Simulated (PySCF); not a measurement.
## Electronic structure of C2H5Ga (SMILES C[CH2][Ga]) in real space

Input file:

```
from pyscf import gto, dft

mol = gto.M(
    atom='input.xyz',
    basis='def2-tzvpd',
    spin=0,
    max_memory=3720,
    verbose=3,
)

calc0 = dft.RKS(mol, xc='pbe0')
calc0 = calc0.density_fit(auxbasis='def2-universal-jkfit')
calc0.conv_tol = 1e-09
calc0.max_cycle = 100
calc0.grids.level = 3
calc0.kernel()
if not calc0.converged:
    calc0 = calc0.newton().run(calc0.mo_coeff, calc0.mo_occ)

etot = calc0.e_tot
print('E(%s) = %.9f' % ('PBE0', etot))
grad = calc0.nuc_grad_method().kernel()
dip = calc0.dip_moment()
pop, q = calc0.mulliken_pop()
```

Command:

```sh
OMP_NUM_THREADS=2 python calc.py
```

Geometry: PBE0-D4/def2-SVP.

Level of theory: PySCF 2.14.0, Gaussian-basis quantum chemistry of an isolated molecule with PySCF, energy and nuclear gradient, functional PBE0.

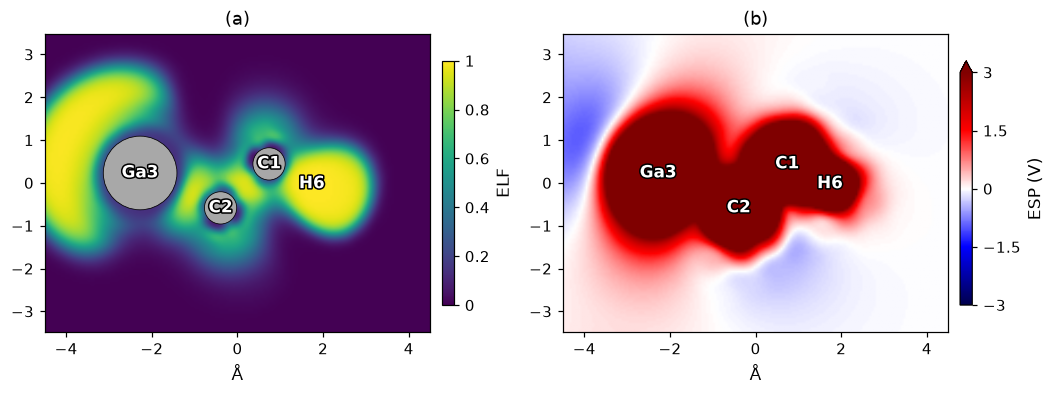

Figure 1. (a) ELF; (b) electrostatic potential on the plane of atoms C1, C2 and Ga3. Grey discs cover the atomic cores in the ELF map.

What does the map show?

Answer.
- The section cuts through C, Ga and H sites.
- C–C (1.53 Å): the ELF peaks at about 0.95 between the atoms, as expected for a shared electron pair.
- C–Ga (2.05 Å): the ELF peaks at about 0.95 in the valence shell of C, 0.7 Å from its nucleus, and is about 0.60 at the midpoint.
- C–H (1.10 Å): the ELF climbs to about 1 towards the hydrogen, as it does in any bond to H: a covalent bond by its length.
- Outside the dense part of the molecule the potential is most negative (−1.0 V) near Ga3.

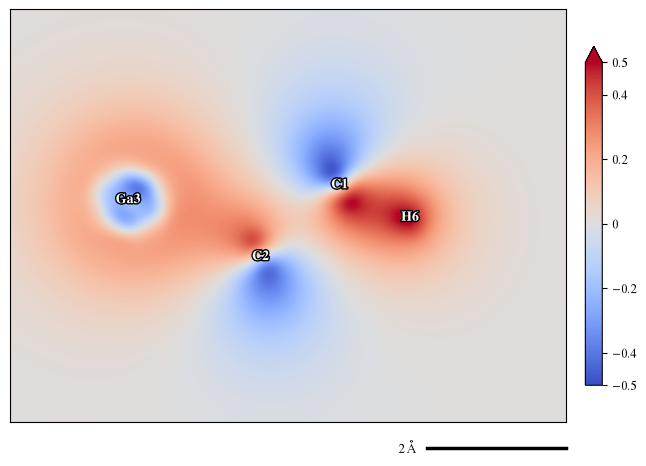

Figure 2. The HOMO−1 on the plane of atoms C2, C1 and H6 (values in Å⁻³ᐟ²; the overall sign is arbitrary).

Where does this orbital lie, and at what energy?

Answer. Its weight (Hirshfeld) is mainly on Ga3 (about 45 %), C1 (about 15 %), C2 (about 15 %) and H6 (about 10 %). Its energy is −9.40 eV.
